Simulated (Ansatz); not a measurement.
**C2H3BF2: small, medium and large basis sets**

Aim: see how fast density functionals converge with the basis set for C2H3BF2.

Method: one geometry, several basis sets; program: Ansatz 0.2.0, Gaussian basis.

The runs, in order: PBE0-D4/def2-SVP; ωB97M-V/def2-SVP; PBE0-D4/def2-QZVPP; ωB97M-V/def2-QZVPP; the functionals' def2-TZVPP values are taken from earlier runs.

**1. The geometry**

An earlier PBE0-D4 in a triple-zeta def2 set relaxation fixed the geometry.

SMILES `FB1CC1F`, 8 atoms, charge 0, spin multiplicity 1.

Atoms are counted from 1 here; the program's logs count them from 0.

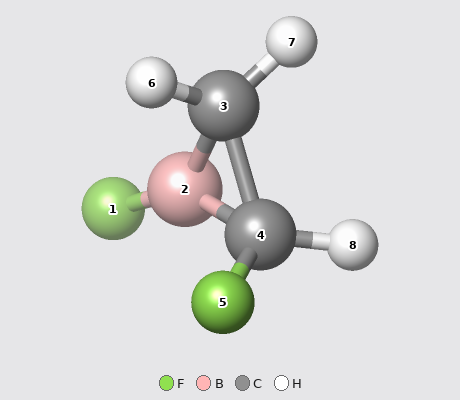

The structure; fluorine green, boron pink, carbon grey, hydrogen white; atoms are numbered from 1 in the order of the file.

**2. PBE0-D4 in def2-SVP**

The input, in.yaml:

```yaml
crystal:
  periodic: [false, false, false]
  atoms:
    - {symbol: F, position_ang: [-1.959157, 0.811037, 0.881611]}
    - {symbol: B, position_ang: [-0.812769, 0.468375, 0.359509]}
    - {symbol: C, position_ang: [0.566310, -0.110780, 0.615392]}
    - {symbol: C, position_ang: [-0.004007, -0.019894, -0.832990]}
    - {symbol: F, position_ang: [-0.254717, -1.172621, -1.528767]}
    - {symbol: H, position_ang: [0.487106, -1.092894, 1.089028]}
    - {symbol: H, position_ang: [1.521677, 0.365847, 0.802452]}
    - {symbol: H, position_ang: [0.547757, 0.693831, -1.442036]}
basis:
  gaussian: {orbitals: def2-SVP}
hamiltonian: {xc: pbe0, dispersion: d4}
output: {orbitals: {seedname: orbitals}}
```

Command:

```console
ansatz run in.yaml --threads 2 --pin off --events-out ev --progress --plain --max-ram 4352MiB
```

The runs that follow: ωB97M-V in def2-SVP; PBE0-D4 in def2-QZVPP; ωB97M-V in def2-QZVPP.

**Question.** What will the summary of the whole plan be? Wanted: PBE0-D4: double and triple zeta above quadruple; ωB97M-V: double and triple zeta above quadruple.

**Answer**, as computed:

```
                                       quantity           value
PBE0-D4: double and triple zeta above quadruple  10.12, 0.44 eV
ωB97M-V: double and triple zeta above quadruple  10.34, 0.41 eV
```

In words: For PBE0-D4 the step from double to triple zeta gains 9.68 eV and the next only 0.44 eV. Total energies overstate the basis error of differences, where much of it tends to cancel.
